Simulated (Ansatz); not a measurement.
# Run report: C6H4F3 (charge +1), geometry relaxation

- system: C6H4F3, charge +1, SMILES FC1=C[CH+]CC(F)=C1F
- method: RKS PBE0-D4/def2-SVP (Ansatz 0.2.0)

Figures and captions count atoms from 1; the log counts them from 0 in places.

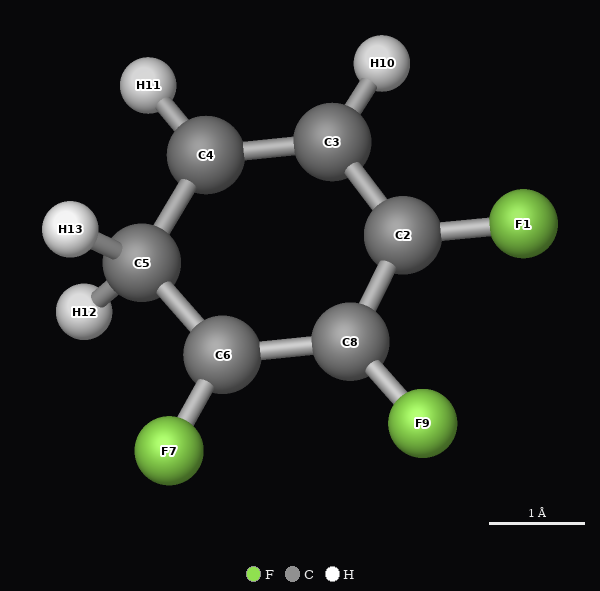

*The structure as given in the input (ball-and-stick view, seen at a tilt; atoms are numbered from 1 in the order of the input).*

Bond lengths as drawn: C–C 1.35 to 1.47 Å, C–F 1.29 to 1.30 Å and C–H 1.08 to 1.10 Å.

Key numbers:

- outcome: converged
- total energy: −14402.9991 eV
- mean-field energy: −14402.7366 eV
- SCF solution under orbital rotations: stable
- largest force (length of the vector) at the end: 0.002 eV/Å
- hardware: 4 threads of Intel Xeon @ 2.50GHz (Skylake/Cascade Lake), 189 GiB of memory available, shared host
- wall time: 42 s (CPU time 2.4 min)
- peak memory: 0.47 GiB

Input file:
```yaml
crystal:
  periodic: [false, false, false]
  atoms:
    - { symbol: F, position_ang: [2.34261333, -0.27756012, 0.15903456] }
    - { symbol: C, position_ang: [1.07662931, -0.48377026, 0.06450478] }
    - { symbol: C, position_ang: [0.60486067, -1.81241211, -0.00173997] }
    - { symbol: C, position_ang: [-0.72537619, -2.01823728, -0.10078618] }
    - { symbol: C, position_ang: [-1.67855802, -0.90296262, -0.14047272] }
    - { symbol: C, position_ang: [-1.10223191, 0.43911396, -0.06653853] }
    - { symbol: F, position_ang: [-1.91251613, 1.44359668, -0.09890039] }
    - { symbol: C, position_ang: [0.2448236, 0.64795393, 0.03380463] }
    - { symbol: F, position_ang: [0.76434095, 1.84242953, 0.10012078] }
    - { symbol: H, position_ang: [1.32931854, -2.61722062, 0.02949764] }
    - { symbol: H, position_ang: [-1.12827765, -3.02334661, -0.15415149] }
    - { symbol: H, position_ang: [-2.42326868, -1.01584017, 0.66713845] }
    - { symbol: H, position_ang: [-2.30216781, -0.97334431, -1.04917156] }
total_charge: 1
basis:
  gaussian: { orbitals: def2-SVP }
hamiltonian:
  xc: pbe0
  dispersion: d4
relax:
  f_tol: 0.004
  max_steps: 80
```

Launched with:
```bash
ansatz run input.yaml --threads 4 --pin off --max-ram 10240MiB --backend cpu --events-out ev --progress --plain --runs-dir out
```

Output:
```
The last accepted step is kept in [file] (removed where the run ends without a failure and the disk answers)
Engine: ansatz 0.2.0, x86_64-unknown-linux-gnu
Functional definition: PBE0
  parameter a = 0.25
  parameter kappa = 0.804
  parameter beta = 0.06672455060314922
  exchange = (1 - a)*pbe_x(kappa = kappa, mu = beta*pi^2/3) + a*exact_x
  correlation = pbe_c(beta = beta)
1643 factors; integrals over basis functions are off by at most 4.2e-4 eV
mean field evaluation 1: about -14396.2346 eV, gradient 5.6e1 eV
mean field evaluation 2: about -14396.9443 eV, gradient 5.4e1 eV
mean field evaluation 4: about -14402.6268 eV, gradient 2.7e0 eV
mean field evaluation 8: about -14402.7222 eV, gradient 1.2e-1 eV
mean field evaluation 16: about -14402.7222 eV, gradient 5.4e-5 eV
mean field -14402.72221651 eV, -529.2902789410 hartree, gradient 1.5e-5 eV, S^2 0.000000; 0 other end points of the search recorded, 0 dependent functions left out
the calculation of the forces begins
reference -14402.72223584 eV, -529.2902796513 hartree; 33, 33 occupied and 113, 113 virtual orbitals, 1643 factors
relax step   1: F+E_penalty+E_count = -14402.98551303 eV  Δ(F+E_penalty+E_count) = +0.000e0 eV  max|allowed force component| = 4.880e-1 eV/Å  Δτ_max = 0.0000 Å  (30 SCF iters, accepted)
these checks for a lower state are left out or cut short: starts, cluster_reference, orbital_swaps, neighbouring_geometries, increment
1643 factors; integrals over basis functions are off by at most 4.3e-4 eV
mean field -14402.73529844 eV, -529.2907596930 hartree, gradient 9.2e-6 eV, S^2 0.000000; 0 other end points of the search recorded, 0 dependent functions left out
the calculation of the forces begins
reference -14402.73531779 eV, -529.2907604040 hartree; 33, 33 occupied and 113, 113 virtual orbitals, 1643 factors
relax step   2: F+E_penalty+E_count = -14402.99801089 eV  Δ(F+E_penalty+E_count) = -1.250e-2 eV  max|allowed force component| = 1.761e-1 eV/Å  Δτ_max = 0.0114 Å  (33 SCF iters, accepted)
these checks for a lower state are left out or cut short: starts, cluster_reference, orbital_swaps, neighbouring_geometries, increment
1643 factors; integrals over basis functions are off by at most 4.3e-4 eV
mean field -14402.73660583 eV, -529.2908077387 hartree, gradient 1.9e-5 eV, S^2 0.000000; 0 other end points of the search recorded, 0 dependent functions left out
the calculation of the forces begins
reference -14402.73662519 eV, -529.2908084502 hartree; 33, 33 occupied and 113, 113 virtual orbitals, 1643 factors
relax step   3: F+E_penalty+E_count = -14402.99910592 eV  Δ(F+E_penalty+E_count) = -1.095e-3 eV  max|allowed force component| = 1.973e-2 eV/Å  Δτ_max = 0.0039 Å  (26 SCF iters, accepted)
these checks for a lower state are left out or cut short: starts, cluster_reference, orbital_swaps, neighbouring_geometries, increment
1643 factors; integrals over basis functions are off by at most 4.3e-4 eV
mean field evaluation 32: about -14402.6586 eV, gradient 2.2e-1 eV
mean field -14402.73661307 eV, -529.2908080048 hartree, gradient 4.4e-5 eV, S^2 0.000000; 0 other end points of the search recorded, 0 dependent functions left out
the calculation of the forces begins
reference -14402.73663243 eV, -529.2908087164 hartree; 33, 33 occupied and 113, 113 virtual orbitals, 1643 factors
relax step   4: F+E_penalty+E_count = -14402.99911451 eV  Δ(F+E_penalty+E_count) = -8.580e-6 eV  max|allowed force component| = 4.516e-3 eV/Å  Δτ_max = 0.0004 Å  (21 SCF iters, accepted)
these checks for a lower state are left out or cut short: starts, cluster_reference, orbital_swaps, neighbouring_geometries, increment
1643 factors; integrals over basis functions are off by at most 4.3e-4 eV
mean field -14402.73661418 eV, -529.2908080456 hartree, gradient 1.9e-5 eV, S^2 0.000000; 0 other end points of the search recorded, 0 dependent functions left out
the calculation of the forces begins
reference -14402.73663354 eV, -529.2908087572 hartree; 33, 33 occupied and 113, 113 virtual orbitals, 1643 factors
relax step   5: F+E_penalty+E_count = -14402.99911629 eV  Δ(F+E_penalty+E_count) = -1.789e-6 eV  max|allowed force component| = 1.551e-3 eV/Å  Δτ_max = 0.0004 Å  (21 SCF iters, accepted)
```

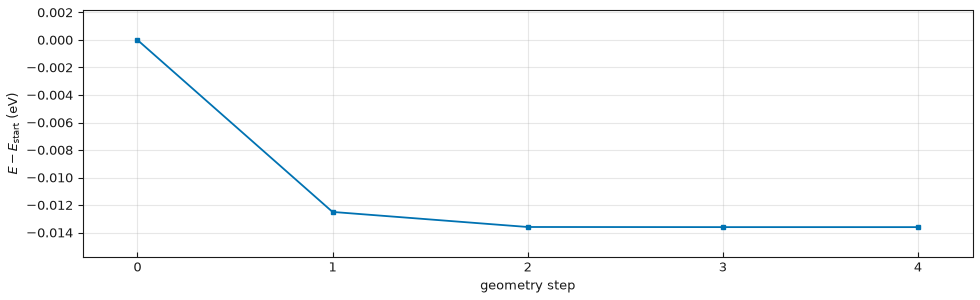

*Progress of the relaxation, step by step (the first geometry is step 0 here and step 1 in the log).*

The largest moves after the best rigid fit, 0.015 Å, are those of H10 and H11. By element the largest moves are H 0.015 Å, C 0.011 Å, F 0.009 Å. Among the contacts that change: C6–C8 1.367 → 1.376 Å, C3–C4 1.350 → 1.359 Å, C3–H10 1.083 → 1.092 Å, C5–H12 1.104 → 1.112 Å. Over 4 geometry steps the energy falls by 0.014 eV. The largest force component goes from 0.49 to 0.0016 eV/Å. (Atoms are counted from 1 in the order of the input.)

```
1643 factors; integrals over basis functions are off by at most 4.3e-4 eV
mean field -14402.73661418 eV, -529.2908080456 hartree, gradient 1.9e-5 eV, S^2 0.000000; 1 other end points of the search recorded, 0 dependent functions left out
the calculation of the forces begins
reference -14402.73663354 eV, -529.2908087572 hartree; 33, 33 occupied and 113, 113 virtual orbitals, 1643 factors
Total energy: -14402.99913566 eV, -529.3004555319 hartree
Atom 0 at     2.350678    -0.273800     0.159691 Å, force     0.000286    -0.000124    -0.000023 eV/Å
Atom 1 at     1.087644    -0.481072     0.065347 Å, force    -0.000640     0.000245     0.000088 eV/Å
Atom 2 at     0.610328    -1.814839    -0.001405 Å, force     0.000676     0.000514     0.000150 eV/Å
Atom 3 at    -0.728824    -2.022315    -0.101114 Å, force    -0.000406     0.000126    -0.000304 eV/Å
Atom 4 at    -1.682405    -0.902728    -0.140727 Å, force    -0.000183     0.000377     0.000063 eV/Å
Atom 5 at    -1.106238     0.444599    -0.066665 Å, force     0.000723    -0.000724     0.000022 eV/Å
Atom 6 at    -1.914920     1.446616    -0.098967 Å, force    -0.000047     0.000483     0.000032 eV/Å
Atom 7 at     0.249787     0.655189     0.034332 Å, force    -0.000117    -0.001551    -0.000098 eV/Å
Atom 8 at     0.766931     1.847640     0.100397 Å, force    -0.000327     0.000810    -0.000001 eV/Å
Atom 9 at     1.340289    -2.626766     0.030040 Å, force    -0.000310    -0.000156    -0.000069 eV/Å
Atom 10 at    -1.132074    -3.037598    -0.154788 Å, force     0.000284    -0.000011     0.000147 eV/Å
Atom 11 at    -2.436311    -1.014598     0.669423 Å, force     0.000015     0.000021    -0.000032 eV/Å
Atom 12 at    -2.314693    -0.971928    -1.053223 Å, force     0.000046    -0.000012     0.000025 eV/Å
Dipole moment:    -0.579369    -1.019013    -0.066159 e Å
```

Trajectory as extended XYZ (Å, eV, eV/Å), 5 frames, from step=1 to step=5:
```
13
Properties=species:S:1:pos:R:3:forces:R:3 step=1 energy=-14402.98551
F     2.3426   -0.2776    0.1590   -0.1090  -0.0023  -0.0078
C     1.0766   -0.4838    0.0645    0.4766   0.0254   0.0343
C     0.6049   -1.8124   -0.0017    0.1609   0.0596   0.0129
C    -0.7254   -2.0182   -0.1008   -0.3151   0.0984  -0.0200
C    -1.6786   -0.9030   -0.1405    0.1987  -0.0033   0.0139
C    -1.1022    0.4391   -0.0665   -0.4880   0.2082  -0.0293
F    -1.9125    1.4436   -0.0989    0.0750  -0.0948   0.0030
C     0.2448    0.6480    0.0338    0.2988   0.4232   0.0316
F     0.7643    1.8424    0.1001   -0.0431  -0.1062  -0.0057
H     1.3293   -2.6172    0.0295    0.2252  -0.2406   0.0099
H    -1.1283   -3.0233   -0.1542   -0.1188  -0.3352  -0.0167
H    -2.4233   -1.0158    0.6671   -0.1935  -0.0207   0.1685
H    -2.3022   -0.9733   -1.0492   -0.1677  -0.0117  -0.1946
13
Properties=species:S:1:pos:R:3:forces:R:3 step=2 energy=-14402.99801
F     2.3485   -0.2747    0.1595   -0.0549  -0.0020  -0.0039
C     1.0841   -0.4818    0.0651    0.1761   0.0036   0.0125
C     0.6094   -1.8143   -0.0015    0.0078   0.0040   0.0006
C    -0.7279   -2.0212   -0.1010   -0.0742   0.0225  -0.0046
C    -1.6816   -0.9026   -0.1407    0.0763  -0.0162   0.0050
C    -1.1051    0.4428   -0.0666   -0.1559   0.0910  -0.0088
F    -1.9146    1.4459   -0.0990    0.0383  -0.0450   0.0016
C     0.2483    0.6531    0.0342    0.0859   0.1412   0.0096
F     0.7666    1.8464    0.1004   -0.0241  -0.0521  -0.0030
H     1.3384   -2.6241    0.0300    0.0533  -0.0589   0.0023
H    -1.1327   -3.0335   -0.1547   -0.0192  -0.0815  -0.0034
H    -2.4323   -1.0151    0.6691   -0.0584  -0.0046   0.0471
H    -2.3108   -0.9725   -1.0524   -0.0511  -0.0020  -0.0550
13
Properties=species:S:1:pos:R:3:forces:R:3 step=3 energy=-14402.99911
F     2.3505   -0.2739    0.1597   -0.0099  -0.0001  -0.0007
C     1.0872   -0.4811    0.0653    0.0197   0.0006   0.0015
C     0.6105   -1.8150   -0.0014   -0.0072   0.0016  -0.0004
C    -0.7287   -2.0224   -0.1011   -0.0074   0.0038  -0.0006
C    -1.6824   -0.9026   -0.1407    0.0070  -0.0085   0.0003
C    -1.1062    0.4446   -0.0667   -0.0097   0.0110  -0.0004
F    -1.9152    1.4467   -0.0990    0.0063  -0.0068   0.0003
C     0.2497    0.6553    0.0343    0.0035   0.0009   0.0002
F     0.7672    1.8477    0.1004   -0.0037  -0.0049  -0.0004
H     1.3407   -2.6268    0.0301   -0.0010   0.0002  -0.0001
H    -1.1329   -3.0374   -0.1548    0.0050  -0.0003   0.0004
H    -2.4360   -1.0148    0.6697   -0.0012   0.0013  -0.0014
H    -2.3143   -0.9721   -1.0534   -0.0014   0.0012   0.0012
13
Properties=species:S:1:pos:R:3:forces:R:3 step=4 energy=-14402.99912
F     2.3506   -0.2738    0.1597   -0.0009   0.0003   0.0000
C     1.0875   -0.4811    0.0653    0.0044   0.0002   0.0003
C     0.6104   -1.8149   -0.0014   -0.0027   0.0011  -0.0002
C    -0.7288   -2.0223   -0.1011   -0.0029   0.0014   0.0000
C    -1.6824   -0.9027   -0.1407    0.0024  -0.0028   0.0001
C    -1.1062    0.4446   -0.0667   -0.0006   0.0015   0.0000
F    -1.9150    1.4466   -0.0990    0.0005   0.0001   0.0000
C     0.2498    0.6553    0.0343   -0.0007  -0.0045  -0.0002
F     0.7671    1.8477    0.1004   -0.0007   0.0015   0.0000
H     1.3405   -2.6267    0.0300   -0.0009   0.0001   0.0000
H    -1.1325   -3.0375   -0.1548    0.0025   0.0000   0.0001
H    -2.4362   -1.0147    0.6695   -0.0002   0.0006  -0.0008
H    -2.3146   -0.9720   -1.0533   -0.0003   0.0006   0.0007
13
Properties=species:S:1:pos:R:3:forces:R:3 step=5 energy=-14402.99912
F     2.3507   -0.2738    0.1597    0.0003  -0.0001   0.0000
C     1.0876   -0.4811    0.0653   -0.0006   0.0002   0.0001
C     0.6103   -1.8148   -0.0014    0.0007   0.0005   0.0001
C    -0.7288   -2.0223   -0.1011   -0.0004   0.0001  -0.0003
C    -1.6824   -0.9027   -0.1407   -0.0002   0.0004   0.0001
C    -1.1062    0.4446   -0.0667    0.0007  -0.0007   0.0000
F    -1.9149    1.4466   -0.0990    0.0000   0.0005   0.0000
C     0.2498    0.6552    0.0343   -0.0001  -0.0016  -0.0001
F     0.7669    1.8476    0.1004   -0.0003   0.0008   0.0000
H     1.3403   -2.6268    0.0300   -0.0003  -0.0002  -0.0001
H    -1.1321   -3.0376   -0.1548    0.0003   0.0000   0.0001
H    -2.4363   -1.0146    0.6694    0.0000   0.0000   0.0000
H    -2.3147   -0.9719   -1.0532    0.0000   0.0000   0.0000
```
